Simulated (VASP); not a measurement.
Band structure of CuAu (L1_0). These are PBEsol GGA with spin-orbit coupling, VASP's PBE PAW potentials (set 64) (plane waves; VASP) values and carry that method's errors.

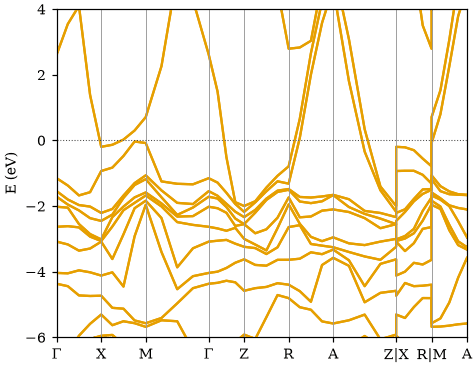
Bands along high-symmetry lines, zero at the valence-band maximum or, without a gap, the Fermi level

Q: Read the plot: is there a gap, and where are the band edges?

A: It has no gap at this level: it comes out as a metal or semimetal.

The compound is CuAu in the L1_0 structure. It was relaxed first.
